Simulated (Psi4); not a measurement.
**UCCSD(T)/6-31G(d) (Cholesky decomposition, spherical functions, cholesky tolerance 1e-05, sweep point 7) run of C2H4B (SMILES B[C]=C)**

Aim: the vertical doublet–quartet gap of C2H4B at UCCSD(T)/6-31G* (Cholesky decomposition, spherical functions, cholesky tolerance 1e-05, sweep point 7), from 2 runs. 

Program for the calculation: Psi4 1.11.

## Step 1: The system as given

The species is C2H4B (7 atoms), meant as a doublet with charge 0. As SMILES, `B[C]=C`. The shape is that of a GFN2-xTB optimisation. This is one conformer, not always the lowest.

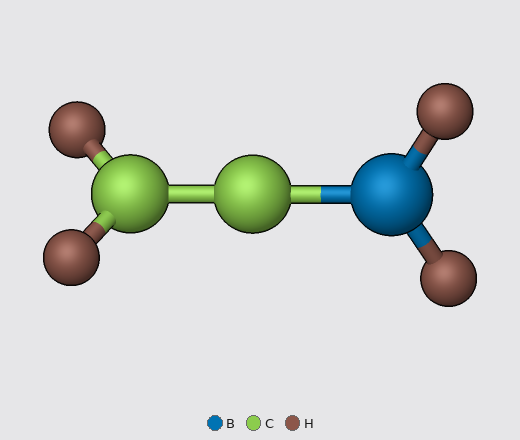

Viewed from a chosen angle; boron blue, carbon green, hydrogen brown.

## Step 2: The energy at UCCSD(T)/6-31G(d) (Cholesky decomposition, spherical functions, cholesky tolerance 1e-05, sweep point 7)

File job.in:

```
memory 1600 MB

molecule geom {
  0 2
  B     -1.075830     0.425360    -0.773780
  C      0.057000    -0.020470     0.039540
  C      1.051750    -0.415380     0.756660
  H     -2.062370    -0.207830    -0.792290
  H     -0.989160     1.411380    -1.402080
  H      1.668510    -1.268180     0.495290
  H      1.350100     0.075110     1.676660
  symmetry c1
}

set {
  reference uhf
  puream true
  scf_type cd
  num_frozen_docc 3
  cholesky_tolerance 1e-05
  maxiter 150
}

E, wfn = energy('ccsd(t)/6-31G*', return_wfn=True)
```

Command:

```sh
$ psi4 -i job.in -o job.out -n 1
```

job.out:

```text
[...]
  Running in c1 symmetry.
[...]
  Nuclear repulsion =   51.996406147714772
[...]
  Multiplicity = 2
[...]
  Nalpha       = 11
  Nbeta        = 10
[...]
    Number of basis functions: 50
[...]
   @UHF iter   1:  -102.59711000134953   -9.84945e-01   4.64019e-03 ADIIS/DIIS
[...]
   @UHF iter  19:  -102.66062830676476   -1.37845e-12   3.86652e-09 DIIS
[...]
   @S^2 Observed:                8.660475836E-01
[...]
    Orbital Energies [Eh]
    ---------------------
    Alpha Occupied:
       1A    -11.254914     2A    -11.229223     3A     -7.588867
       4A     -1.060011     5A     -0.828309     6A     -0.679977
       7A     -0.621201     8A     -0.556552     9A     -0.526102
      10A     -0.394741    11A     -0.365306
    Alpha Virtual:
      12A      0.128264    13A      0.185222    14A      0.272829
      15A      0.317495    16A      0.348247    17A      0.349549
      18A      0.437498    19A      0.480266    20A      0.580145
      21A      0.592412    22A      0.633472    23A      0.643316
      24A      0.818556    25A      0.840158    26A      0.893366
[...]
  @UHF Final Energy:  -102.66062830676476
   => Energetics <=
    Nuclear Repulsion Energy =             51.9964061477147723
    One-Electron Energy =                -239.6452727431600920
    Two-Electron Energy =                  84.9882382886805630
    Total Energy =                       -102.6606283067647638
  UHF NO Occupations:
  HONO-2 :    9  A 1.9972186
  HONO-1 :   10  A 1.9460584
[...]
 Multipole Moments:
 ------------------------------------------------------------------------------------
     Multipole            Electronic (a.u.)      Nuclear  (a.u.)        Total (a.u.)
 ------------------------------------------------------------------------------------
 L = 1.  Multiply by 2.5417464519 to convert [e a0] to [Debye]
 Dipole X            :         -0.5508699            0.8928541            0.3419842
 Dipole Y            :          0.2222925           -0.3573804           -0.1350879
 Dipole Z            :         -0.3979137            0.6443451            0.2464314
 Magnitude           :                                                    0.4426402
[...]
      * MP2 total energy                      = -102.950804885213316
[...]
      * CCSD total energy                     = -102.994594017761742
[...]
      * CCSD(T) total energy                     = -103.006086687000689
[...]
```

Wall time 11 s (1 thread of Intel Xeon Platinum 8488C (Sapphire Rapids), shared host); peak memory 0.24 GiB.

## Step 3: The quartet at the same level

File calc.inp:

```
memory 1600 mb

molecule {
  0 4
  B     -1.075830     0.425360    -0.773780
  C      0.057000    -0.020470     0.039540
  C      1.051750    -0.415380     0.756660
  H     -2.062370    -0.207830    -0.792290
  H     -0.989160     1.411380    -1.402080
  H      1.668510    -1.268180     0.495290
  H      1.350100     0.075110     1.676660
  symmetry c1
}

set reference uhf
set puream true
set scf_type cd
set num_frozen_docc 3
set cholesky_tolerance 1e-05
set maxiter 150

e, wfn = energy("ccsd(t)/6-31G*", return_wfn=True)
```

Command:

```sh
$ psi4 -n 1 calc.inp calc.out
```

calc.out:

```text
[...]
  Running in c1 symmetry.
[...]
  Nuclear repulsion =   51.996406147714772
[...]
  Multiplicity = 4
[...]
  Nalpha       = 12
  Nbeta        = 9
[...]
    Number of basis functions: 50
[...]
   @UHF iter   1:  -102.40053867382120   -7.88374e-01   5.31177e-03 ADIIS/DIIS
[...]
   @UHF iter  16:  -102.52534234659406   -5.13012e-12   5.46543e-09 DIIS
[...]
   @S^2 Observed:                3.771545023E+00
[...]
    Orbital Energies [Eh]
    ---------------------
    Alpha Occupied:
       1A    -11.243989     2A    -11.238501     3A     -7.578703
       4A     -1.122908     5A     -0.856390     6A     -0.693578
       7A     -0.644361     8A     -0.583261     9A     -0.557403
      10A     -0.479724    11A     -0.379009    12A     -0.237850
    Alpha Virtual:
      13A      0.145546    14A      0.253251    15A      0.323198
      16A      0.337266    17A      0.350102    18A      0.425419
      19A      0.463635    20A      0.570081    21A      0.588951
      22A      0.639682    23A      0.642483    24A      0.743173
      25A      0.813307    26A      0.854669    27A      0.929754
[...]
  @UHF Final Energy:  -102.52534234659406
   => Energetics <=
    Nuclear Repulsion Energy =             51.9964061477147723
    One-Electron Energy =                -239.4593273638184598
    Two-Electron Energy =                  84.9375788695096361
    Total Energy =                       -102.5253423465940585
  UHF NO Occupations:
  HONO-2 :   10  A 1.0000000
  HONO-1 :   11  A 1.0000000
[...]
 Multipole Moments:
 ------------------------------------------------------------------------------------
     Multipole            Electronic (a.u.)      Nuclear  (a.u.)        Total (a.u.)
 ------------------------------------------------------------------------------------
 L = 1.  Multiply by 2.5417464519 to convert [e a0] to [Debye]
 Dipole X            :         -0.3851467            0.8928541            0.5077074
 Dipole Y            :          0.1569903           -0.3573804           -0.2003901
 Dipole Z            :         -0.2788809            0.6443451            0.3654642
 Magnitude           :                                                    0.6568768
[...]
      * MP2 total energy                      = -102.778532436147870
[...]
      * CCSD total energy                     = -102.823235905053266
[...]
      * CCSD(T) total energy                     = -102.830876926723974
[...]
```

It took 11 s on 1 thread of Intel Xeon Platinum 8488C (Sapphire Rapids), shared host; peak memory 0.24 GiB.

## Step 4: Outcome

Level: UCCSD(T)/6-31G* (Cholesky decomposition, spherical functions, cholesky tolerance 1e-05, sweep point 7), 3 core orbitals frozen.

| quantity | value |
| --- | --- |
| doublet: total energy | -103.00609 Eh |
| doublet: HOMO energy (Hartree–Fock orbitals) (highest over α and β) | -9.94 eV |
| doublet: LUMO energy (Hartree–Fock orbitals) (lowest over α and β) | 1.34 eV |
| doublet: correlation energy (3 core orbitals frozen) | -345.5 mEh |
| doublet: (T) correction | -11.49 mEh |
| doublet: ⟨S²⟩ of the reference determinant | 0.866 |
| doublet: T1 diagnostic | 0.048 |
| quartet: total energy | -102.83088 Eh |
| quartet: HOMO energy (Hartree–Fock orbitals) (highest over α and β) | -6.47 eV |
| quartet: LUMO energy (Hartree–Fock orbitals) (lowest over α and β) | 0.98 eV |
| quartet: correlation energy (3 core orbitals frozen) | -305.5 mEh |
| quartet: (T) correction | -7.64 mEh |
| quartet: ⟨S²⟩ of the reference determinant | 3.772 |
| quartet: T1 diagnostic | 0.036 |
| vertical energy of the quartet above the doublet | 4.768 eV |

At this shape the quartet lies 4.77 eV (110 kcal/mol) above the doublet. ⟨S²⟩ (doublet) is 0.87 where a pure doublet has 0.75: the reference is spin-contaminated. The T1 diagnostic (doublet) of 0.048 is above the customary mark for such species, so a single reference may not serve. The triples (doublet) make up 3.3 % of the correlation energy. The triples (quartet) make up 2.5 % of the correlation energy.
